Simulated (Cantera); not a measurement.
Feed: 1 mol AlI₃, 0.85 mol N₂O, 150 mol H₂, at 1573.15 K.

These are equilibrium values from Cantera (NASA tables, ideal gas, pure condensed phases), not measurements of a reactor. Candidate condensed phases: Al, AlI₃, AlN, Al₂O₃, H₂O, I₂; 41 gas species. Mutual solubility and eutectic melting of coexisting phases are not modelled. Kinetics and transport are ignored.

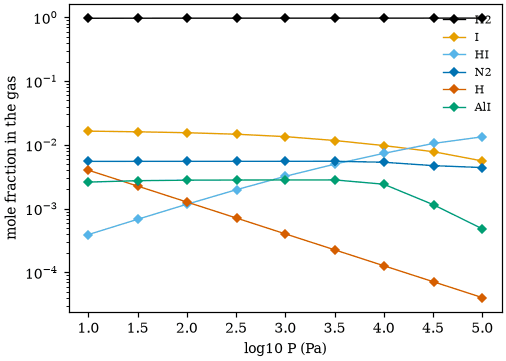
Figure: Equilibrium gas composition (values under 1e-9 drawn at 1e-9)

Question: Read off the mole fractions at 2.40 Torr.

Answer: H₂ about 0.97, I about 0.015, N₂ about 0.0055, AlI about 0.0028, HI about 0.0020, H about 0.00071.
